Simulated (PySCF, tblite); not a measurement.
# C3H11OSi3 radical: geometry, infrared bands and EPR parameters

What infrared bands and EPR parameters should C3H11OSi3 radical (`[SiH3]O[SiH2][CH][SiH]1CC1`) show?

The runs use tblite 0.8.0 and PySCF 2.14.0, with density-fitted response routines of our own; the level of theory stands in each step. All values are computed, except where a source is named. Atoms are numbered from 0 throughout.

## (1) The molecule as given

18 atoms, charge 0, multiplicity 2; geometry from: force field or distance geometry start.

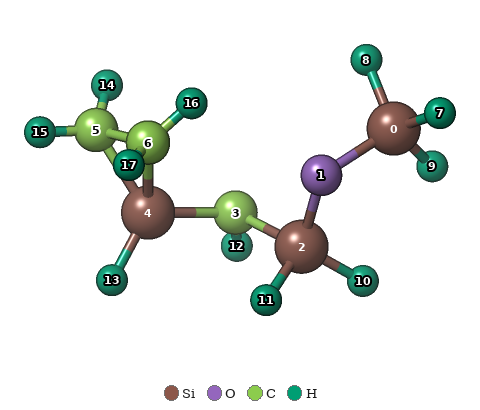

The starting geometry (silicon brown, oxygen purple, carbon green, hydrogen teal), atoms numbered; sticks join atoms by distance.

## (2) Relaxing the molecule with GFN2-xTB

What the job is given:

```
{"job": {"kind": "relax", "xc": "GFN2-xTB", "basis": "xTB"}, "charge": 0, "multiplicity": 2}
Si     2.975800     0.497100     0.003200
O      1.495200    -0.065500     0.664500
Si     0.927000    -1.466000    -0.124300
C     -0.184700    -0.847700    -1.538900
Si    -1.811600    -0.466900    -0.735000
C     -2.535400     1.225500    -0.795300
C     -1.622900     1.018800     0.398600
H      3.867200     0.821200     1.129300
H      2.676100     1.758900    -0.689000
H      3.590300    -0.462900    -0.895100
H      1.970700    -2.359600    -0.584500
H      0.108700    -2.211700     0.869100
H     -0.248800    -1.598400    -2.340300
H     -2.681700    -1.560600    -0.290700
H     -2.198200     1.903800    -1.614900
H     -3.585400     1.397100    -0.474200
H     -0.699800     1.618000     0.347000
H     -2.051500     0.804900     1.394200
```

Started as:

```console
$ OMP_NUM_THREADS=1 python probes_run.py task.json out
```

The driver reads the jobs from task.json and runs them one after another.

Standard output:

```text
step      E/eV     max force
  0    -577.22921    2.676
  1    -577.51477    1.777
  2    -577.66026    0.713
  3    -577.72415    0.819
  4    -577.79253    0.563
  5    -577.83853    0.547
  6    -577.89188    0.717
  7    -577.93783    0.620
  8    -577.97325    0.455
  9    -578.00980    0.461
 10    -578.05247    0.492
 11    -578.09390    0.559
 12    -578.13063    0.475
 13    -578.16015    0.359
 14    -578.18056    0.329
 15    -578.20055    0.328
 16    -578.22406    0.355
 17    -578.24433    0.327
 18    -578.26685    0.375
 19    -578.29247    0.318
 20    -578.31729    0.367
 21    -578.34115    0.392
 22    -578.36306    0.347
 23    -578.37939    0.312
 24    -578.39149    0.316
 25    -578.40198    0.306
 26    -578.41183    0.284
 27    -578.42296    0.228
 28    -578.43329    0.267
 29    -578.44100    0.225
 30    -578.44621    0.174
 31    -578.45248    0.225
 32    -578.45935    0.244
 33    -578.47651    0.265
 34    -578.48354    0.260
 35    -578.49390    0.298
 36    -578.50120    0.244
 37    -578.51083    0.248
 38    -578.52212    0.295
 39    -578.53243    0.243
 40    -578.54458    0.278
 41    -578.55429    0.269
 42    -578.56402    0.246
 43    -578.57348    0.259
 44    -578.58474    0.300
 45    -578.59365    0.274
 46    -578.60192    0.256
 47    -578.60923    0.209
 48    -578.62196    0.265
 49    -578.63292    0.258
 50    -578.64782    0.285
 51    -578.65632    0.249
 52    -578.66223    0.209
 53    -578.66826    0.159
 54    -578.67301    0.166
 55    -578.67627    0.120
 56    -578.67997    0.167
 57    -578.68457    0.181
 58    -578.68905    0.184
 59    -578.69322    0.157
 60    -578.69678    0.135
 61    -578.70009    0.135
 62    -578.70345    0.149
 63    -578.70700    0.150
 64    -578.71040    0.158
 65    -578.71301    0.119
 66    -578.71499    0.135
 67    -578.71714    0.109
 68    -578.72029    0.108
 69    -578.72277    0.105
 70    -578.72652    0.142
 71    -578.72978    0.136
 72    -578.73283    0.106
 73    -578.73569    0.113
 74    -578.73914    0.108
 75    -578.74240    0.132
 76    -578.74477    0.112
 77    -578.74667    0.110
 78    -578.74864    0.102
 79    -578.75193    0.120
 80    -578.75476    0.137
 81    -578.75801    0.138
 82    -578.76015    0.091
 83    -578.76159    0.086
 84    -578.76263    0.074
 85    -578.76365    0.082
 86    -578.76472    0.097
 87    -578.76608    0.093
 88    -578.76779    0.087
 89    -578.76943    0.080
 90    -578.77069    0.097
 91    -578.77160    0.071
 92    -578.77251    0.077
 93    -578.77375    0.089
 94    -578.77571    0.092
 95    -578.77717    0.090
 96    -578.77898    0.113
 97    -578.78056    0.080
 98    -578.78166    0.108
 99    -578.78235    0.054
100    -578.78295    0.065
101    -578.78363    0.058
102    -578.78435    0.053
103    -578.78493    0.067
104    -578.78554    0.055
105    -578.78626    0.053
106    -578.78671    0.034
107    -578.78694    0.033
108    -578.78711    0.029
109    -578.78735    0.033
110    -578.78766    0.038
111    -578.78797    0.041
112    -578.78824    0.036
113    -578.78849    0.032
114    -578.78874    0.031
115    -578.78898    0.035
116    -578.78919    0.038
117    -578.78938    0.032
118    -578.78960    0.030
119    -578.78983    0.037
120    -578.79000    0.033
121    -578.79013    0.025
122    -578.79026    0.024
123    -578.79042    0.030
124    -578.79062    0.038
125    -578.79083    0.033
126    -578.79099    0.024
127    -578.79109    0.022
128    -578.79116    0.020
129    -578.79121    0.016
130    -578.79126    0.016
131    -578.79131    0.017
132    -578.79136    0.020
133    -578.79142    0.019
134    -578.79149    0.021
135    -578.79158    0.026
136    -578.79172    0.033
137    -578.79189    0.033
138    -578.79206    0.028
139    -578.79221    0.027
140    -578.79234    0.024
141    -578.79248    0.029
142    -578.79268    0.034
143    -578.79295    0.055
144    -578.79332    0.065
145    -578.79375    0.058
146    -578.79416    0.073
147    -578.79457    0.046
148    -578.79494    0.048
149    -578.79538    0.073
150    -578.79595    0.093
151    -578.79656    0.079
152    -578.79692    0.058
153    -578.79718    0.031
154    -578.79733    0.019
155    -578.79740    0.020
156    -578.79745    0.016
157    -578.79750    0.016
158    -578.79758    0.016
159    -578.79764    0.021
160    -578.79777    0.032
161    -578.79793    0.039
162    -578.79812    0.033
163    -578.79829    0.022
164    -578.79842    0.027
165    -578.79854    0.028
166    -578.79871    0.031
167    -578.79895    0.046
168    -578.79932    0.054
169    -578.79982    0.062
170    -578.80039    0.075
171    -578.80087    0.082
172    -578.80115    0.063
173    -578.80171    0.046
174    -578.80239    0.076
175    -578.80317    0.080
176    -578.80443    0.079
177    -578.80538    0.078
178    -578.80595    0.139
179    -578.80604    0.080
180    -578.80695    0.049
181    -578.80732    0.039
182    -578.80770    0.042
183    -578.80824    0.057
184    -578.80874    0.043
185    -578.80926    0.045
186    -578.80964    0.055
187    -578.81010    0.054
188    -578.81069    0.061
189    -578.81125    0.056
190    -578.81170    0.049
191    -578.81205    0.053
192    -578.81234    0.051
193    -578.81259    0.037
194    -578.81297    0.031
195    -578.81342    0.040
196    -578.81390    0.050
197    -578.81447    0.056
198    -578.81513    0.056
199    -578.81578    0.084
200    -578.81642    0.079
201    -578.81705    0.053
202    -578.81761    0.046
203    -578.81794    0.038
204    -578.81822    0.030
205    -578.81835    0.020
206    -578.81842    0.019
207    -578.81846    0.017
208    -578.81849    0.016
209    -578.81852    0.015
210    -578.81855    0.011
211    -578.81857    0.011
212    -578.81859    0.009
```

Wall time 7 s (1 thread of AMD EPYC, shared host).

Relaxation path: (not every step is listed)

```tsv
step	energy from step 0 (eV)	largest force (eV/Å)
0	0.0000	2.6760
1	-0.2856	1.7772
2	-0.4311	0.7129
3	-0.4949	0.8187
4	-0.5633	0.5635
5	-0.6093	0.5473
6	-0.6627	0.7173
7	-0.7086	0.6200
8	-0.7440	0.4554
27	-1.1938	0.2282
46	-1.3727	0.2556
65	-1.4838	0.1186
84	-1.5334	0.0741
103	-1.5557	0.0668
122	-1.5611	0.0244
141	-1.5633	0.0289
160	-1.5686	0.0323
179	-1.5768	0.0799
198	-1.5859	0.0559
207	-1.5892	0.0169
208	-1.5893	0.0162
209	-1.5893	0.0146
210	-1.5893	0.0108
211	-1.5894	0.0112
212	-1.5894	0.0094
```

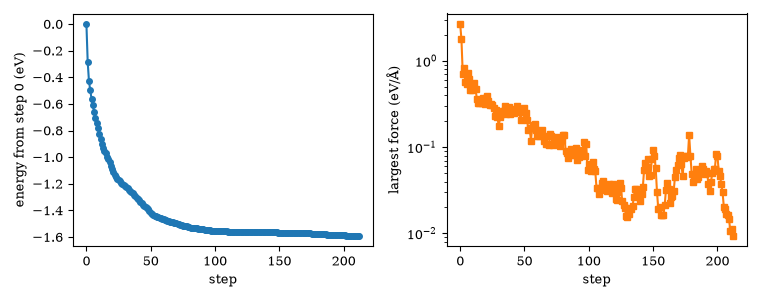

Energy and force, step by step.

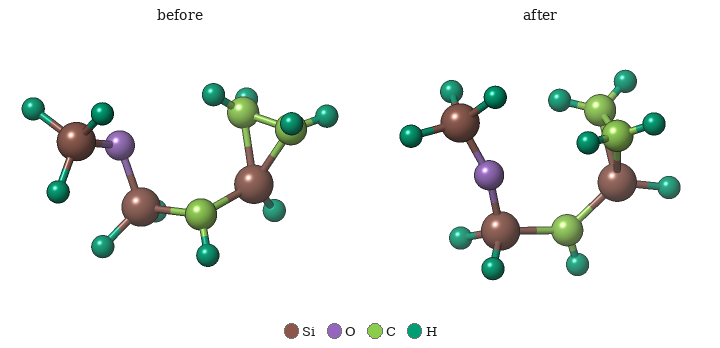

The geometry before (left) and after (right).

Close pairs (by a distance rule), those that changed most:

```tsv
bond	before (Å)	after (Å)	change (Å)
Si0–O1	1.716	1.607	-0.109
Si4–C5	1.842	1.931	+0.089
O1–Si2	1.705	1.632	-0.073
Si4–C6	1.878	1.932	+0.053
C3–Si4	1.854	1.801	-0.053
Si2–C3	1.902	1.862	-0.041
C5–H14	1.116	1.078	-0.038
C5–H15	1.111	1.080	-0.031
```

The final coordinates are the input of the step that follows.

## (3) Infrared spectrum with GFN2-xTB

What the job is given:

```
{"job": {"kind": "ir", "xc": "GFN2-xTB", "basis": "xTB"}, "charge": 0, "multiplicity": 2}
Si     2.374645     0.963504     0.179739
O      1.554276    -0.291843    -0.398011
Si     1.075621    -1.828158    -0.669709
C     -0.782901    -1.902265    -0.591436
Si    -1.982285    -0.566848    -0.440343
C     -1.521928     1.214790    -1.025109
C     -1.519886     1.079844     0.457134
H      2.176376     1.017312     1.630476
H      1.801381     2.135507    -0.483072
H      3.789797     0.797577    -0.148410
H      1.632617    -2.146425    -1.993245
H      1.721953    -2.660611     0.356055
H     -1.197190    -2.896608    -0.688244
H     -3.428925    -0.765384    -0.439522
H     -0.561013     1.319290    -1.501895
H     -2.290957     1.829542    -1.469265
H     -0.558357     1.105839     0.944044
H     -2.291985     1.601256     1.004399
```

Standard output:

```text
mode    cm-1     km/mol
  1      32.6      0.14
  2      56.3      1.69
  3      71.8      0.80
  4      85.0      0.16
  5      90.8      0.13
  6     104.6      1.31
  7     138.1      6.54
  8     167.6      4.55
  9     315.4     15.99
 10     444.4     18.99
 11     480.9      5.20
 12     509.5    143.43
 13     537.2     14.93
 14     568.6      8.69
 15     573.2      7.20
 16     596.3     20.19
 17     607.2     28.30
 18     622.6     81.84
 19     635.4     79.68
 20     683.0     13.91
 21     724.4      1.99
 22     737.5    232.65
 23     761.4    414.48
 24     786.2    260.88
 25     792.0    129.59
 26     801.2    496.95
 27     838.3    141.70
 28     841.9     60.32
 29     957.4     79.26
 30     977.4     32.03
 31    1000.8     46.96
 32    1098.9    448.96
 33    1140.2    119.98
 34    1170.0      6.00
 35    1170.4     98.16
 36    1407.7      0.01
 37    1446.0      2.02
 38    2140.2    380.97
 39    2179.1    266.91
 40    2226.4    409.64
 41    2243.3    377.53
 42    2266.1    200.13
 43    2276.1    301.26
 44    3043.6     36.99
 45    3060.1     20.70
 46    3068.1     22.52
 47    3098.6      6.34
 48    3113.3     40.47
```

Wall time 3 s (1 thread of AMD EPYC, shared host).

Which atoms move in the most intense modes:

```tsv
cm⁻¹	km/mol	atoms
761	414.5	H10 20 %, Si2 19 %, H11 18 %, C3 11 %
801	496.9	H11 34 %, H10 33 %, H7 15 %
1099	449.0	O1 76 %, Si0 12 %
2140	381.0	H10 48 %, H11 47 %
2179	266.9	H11 49 %, H10 48 %
2226	409.6	H7 85 %
2243	377.5	H8 69 %, H9 25 %
2276	301.3	H13 96 %
```

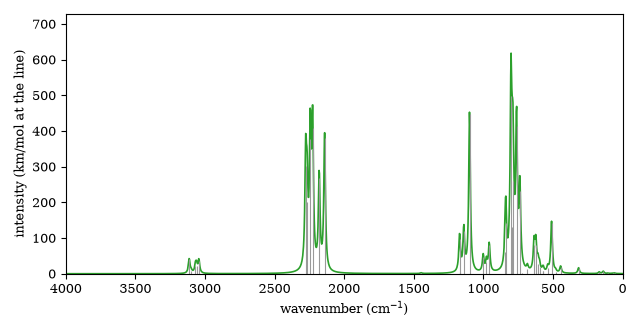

The infrared spectrum from these modes, unscaled. Lines are broadened to a width of 14 cm⁻¹ (Lorentzian).

## (4) EPR parameters: B3LYP/pcH-1

The job, as its differences from that of step 3:

```diff
@@ -1,2 +1,2 @@
-{"job": {"kind": "ir", "xc": "GFN2-xTB", "basis": "xTB"}, "charge": 0, "multiplicity": 2}
+{"job": {"kind": "epr", "basis": "pcH-1"}, "charge": 0, "multiplicity": 2}
 Si     2.374645     0.963504     0.179739
```

With the program's defaults for keys left out, this is: UKS B3LYP, pcH-1 on C H O Si, non-relativistic, mean-field spin-orbit, GIAO.

Standard output:

```text
UKS, coarse grid
  cycle   1  E = -1064.51135124  |g| = 6.93e-01
  cycle   2  E = -1064.16379483  |g| = 1.16e+00
  cycle   3  E = -1064.68147237  |g| = 1.22e-01
  cycle   4  E = -1064.68613445  |g| = 5.75e-02
  cycle   5  E = -1064.68777203  |g| = 1.26e-02
  cycle   6  E = -1064.68788590  |g| = 3.29e-03
  cycle   7  E = -1064.68790480  |g| = 1.25e-03
  cycle   8  E = -1064.68791149  |g| = 3.97e-04
UKS, final grid
  cycle   1  E = -1064.68791302  |g| = 3.40e-04
  cycle   2  E = -1064.68791304  |g| = 3.78e-04
  cycle   3  E = -1064.68791310  |g| = 8.97e-05
  cycle   4  E = -1064.68791310  |g| = 3.90e-05
  cycle   5  E = -1064.68791311  |g| = 1.81e-05
E = -1064.68791311 Eh   <S^2> = 0.7618 (exact 0.7500)
g shifts (ppm)      1          2          3
  rmc          -134       -134       -134
  gc             15          8         45
  oz_so         236        721       1865
  total         117        595       1777
hyperfine (MHz)  atom isotope    a_iso     a_fc   dipolar eigenvalues
    0  29Si       0.36       0.36     -0.28      0.12      0.17
    1   17O       1.41       1.40     -0.45      0.20      0.25
    2  29Si      39.14      39.20     -1.41      0.21      1.20
    3   13C      62.88      62.91    -58.92    -58.14    117.07
    4  29Si      74.26      74.43     -6.00     -4.39     10.40
    5   13C      46.87      46.88    -15.02    -14.58     29.60
    6   13C      47.29      47.29    -14.67    -14.18     28.85
    7    1H      -0.07      -0.07     -0.79     -0.48      1.27
    8    1H       0.02       0.02     -0.83     -0.55      1.38
    9    1H      -0.15      -0.15     -0.48     -0.38      0.86
   10    1H      48.25      48.25     -2.58     -1.38      3.95
   11    1H      38.61      38.61     -2.54     -1.65      4.19
   12    1H     -42.97     -42.99    -28.57     -0.76     29.33
   13    1H      -4.28      -4.28     -3.02     -0.17      3.19
   14    1H      -0.62      -0.63     -7.31      0.12      7.19
   15    1H      14.03      14.03     -7.09     -1.59      8.68
   16    1H       0.60       0.60     -7.13      0.07      7.06
   17    1H      13.64      13.63     -6.89     -1.61      8.50
```

Run time: 4.3 min. Hardware: 1 thread of AMD EPYC, shared host; peak memory 1.1 GiB.

Principal g values 2.00244, 2.00291, 2.00410; g(iso) = 2.00315, against 2.00232 for a free electron.

Mean a(iso) over the nuclei that a row names, and the largest dipolar term of the row (other rows stand at the frozen geometry):

```tsv
nuclei	isotope	a(iso) (MHz)	a(iso) (G, at g = 2.0023)	largest dipolar term (MHz)
Si4	29Si	74.3	26.5	10.4
C3	13C	62.9	22.4	117.1
C5, C6	13C	47.1	16.8	29.6
H10, H11	1H	43.4	15.5	4.2
H12	1H	-43.0	-15.3	29.3
Si2	29Si	39.1	14.0	-1.4
H15, H17	1H	13.8	4.9	8.7
H13	1H	-4.3	-1.5	3.2
O1	17O	1.4	0.5	-0.4
Si0	29Si	0.4	0.1	-0.3
H7, H8, H9	1H	-0.1	0.0	1.4
H14, H16	1H	0.0	0.0	-7.3
```

Mulliken spin populations:

Si0 0.00; O1 0.00; Si2 -0.03; C3 0.80; Si4 -0.11; C5 0.17; C6 0.16; H7 0.00; H8 0.00; H9 0.00; H10 0.02; H11 0.02; H12 -0.03; H13 0.00; H14 0.00; H15 0.00; H16 0.00; H17 0.00

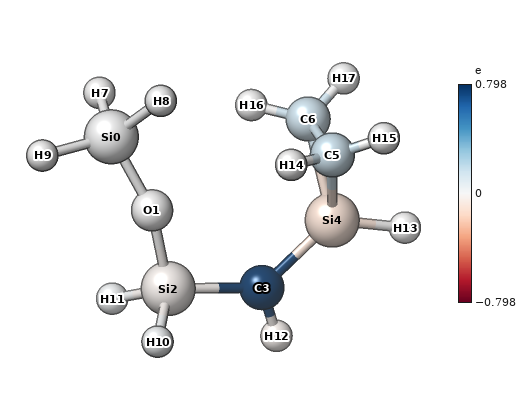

Mulliken spin populations, as colours on the atoms.

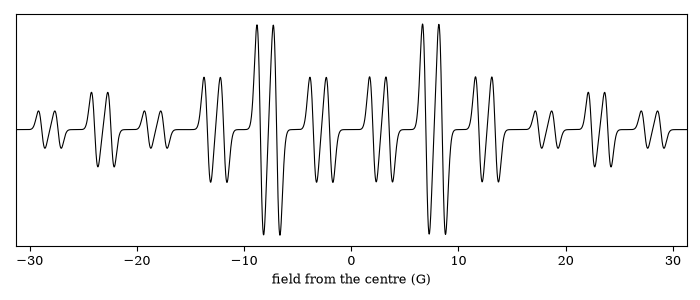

First-order isotropic spectrum (first derivative, main isotopes with spin only, couplings over 0.8 MHz, Gaussian width 0.3 G; couplings of the frozen geometry, rotation of groups not averaged beyond the rows shown).

Orbitals, density, ELF and potential are computed afterwards from the orbital file.

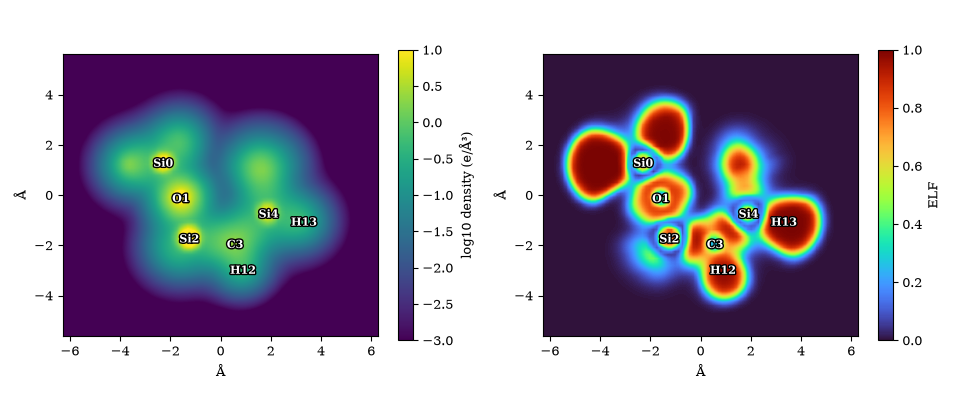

Density (left) and ELF (right) in a plane through or near 7 of the atoms.

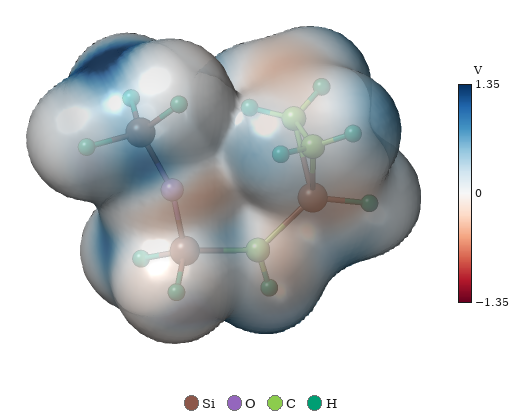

The potential that a unit positive charge feels on the 0.002 e/bohr³ surface, from the 1st to the 99th percentile, from -0.38 V near C5 to 1.35 V near H7.

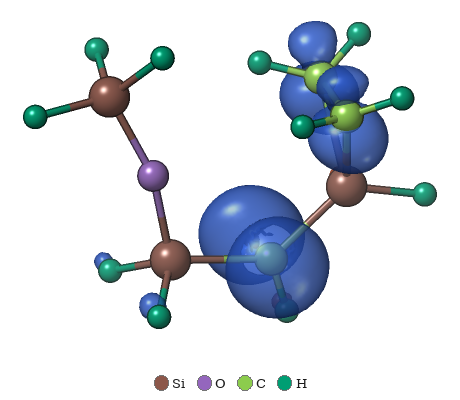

Spin density at ±0.03 e/Å³ (alpha excess blue, beta excess red).

## (5) Outcome

```
                                 quantity                  value
strongest single infrared mode (GFN2-xTB)   801 cm⁻¹, 497 km/mol
             zero-point energy (GFN2-xTB)          75.3 kcal/mol
                           g(iso) (B3LYP)                2.00315
                                     ⟨S²⟩     0.762 (exact 0.75)
       largest a(iso) (averaged by class)  29Si on Si4, 74.3 MHz
    surface potential, 1st and 99th percentile     -0.38 V and 1.35 V
```

Over 212 steps the energy fell by 1.589 eV; of the close pairs, Si0–O1 changed most, 1.716 to 1.607 Å. All 48 modes are real, so the xTB geometry is a minimum. The strongest single mode, at 801 cm⁻¹, is carried by H11, H10, H7. GFN2-xTB is a fitted tight-binding method: band positions and strengths are rough. Its intensities can rank the bands wrongly. Most of the unpaired spin sits on C3 (0.80 e). The isotropic g lies 0.8 ppt above the free-electron value.
